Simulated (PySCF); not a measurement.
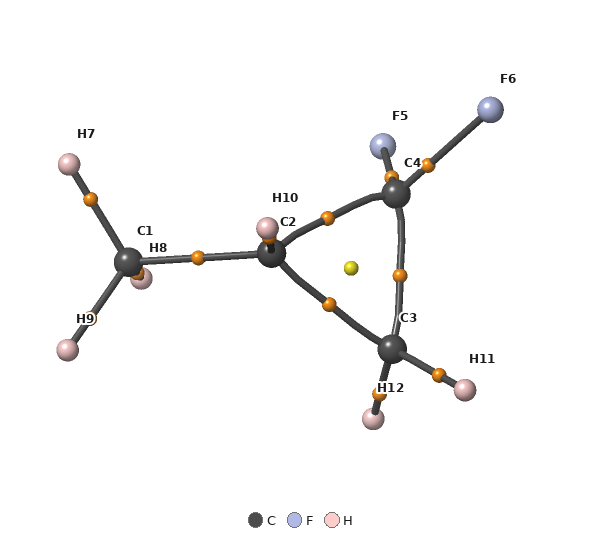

Figure. C₄H₆F₂, SMILES `CC1CC1(F)F`. Molecular graph of the electron density (QTAIM): bond paths, bond critical points (orange), ring points (yellow, if any); weak paths are dashed.

Computed with PySCF, CAM-B3LYP/def2-TZVP, geometry: GFN2-xTB. No frequency check shows the geometry to be a minimum.

Cartesian coordinates (Å):

```
C1      -1.9904    0.3329    0.3106
C2      -0.7557   -0.5301    0.3736
C3      -0.0766   -0.9813   -0.9079
C4       0.5669    0.0259   -0.0234
F5       0.6864    1.3066   -0.4294
F6       1.6787   -0.2964    0.6724
H7      -2.1273    0.8652    1.2495
H8      -1.9046    1.0635   -0.4898
H9      -2.8686   -0.2837    0.1305
H10     -0.7333   -1.2306    1.1995
H11      0.3610   -1.9660   -0.9505
H12     -0.4780   -0.6251   -1.8440
```

Question: How many critical points of each kind are there, and does the count close?

Answer: 12 nuclei, 12 bond, 1 ring and 0 cage critical points: 12 − 12 + 1 − 0 = 1, as the Poincaré–Hopf relation requires.

Question: What does the calculation give at each kind of bond critical point?

Answer:
```tsv
bond	length (Å)	ρ (a.u.)	∇²ρ (a.u.)	ε	H (a.u.)
C3–H11	1.078	0.287	−1.02	0.02	−0.295
C2–H10	1.083	0.286	−1.02	0.02	−0.293
C3–H12	1.079	0.286	−1.02	0.02	−0.294
C1–H8	1.087	0.282	−0.98	0.01	−0.286
C1–H7	1.088	0.281	−0.97	0.01	−0.285
C1–H9	1.088	0.280	−0.97	0.01	−0.284
C4–F5	1.349	0.271	−0.29	0.33	−0.419
C4–F6	1.351	0.270	−0.30	0.33	−0.418
C2–C4	1.489	0.263	−0.61	0.36	−0.243
C3–C4	1.487	0.262	−0.60	0.37	−0.242
C1–C2	1.508	0.254	−0.66	0.01	−0.226
C2–C3	1.519	0.237	−0.47	0.43	−0.205
```

Question: What kind of interaction is C1–H9?

Answer: Shared-shell (covalent): ρ = 0.280, ∇²ρ = −0.97, H = −0.284 a.u.
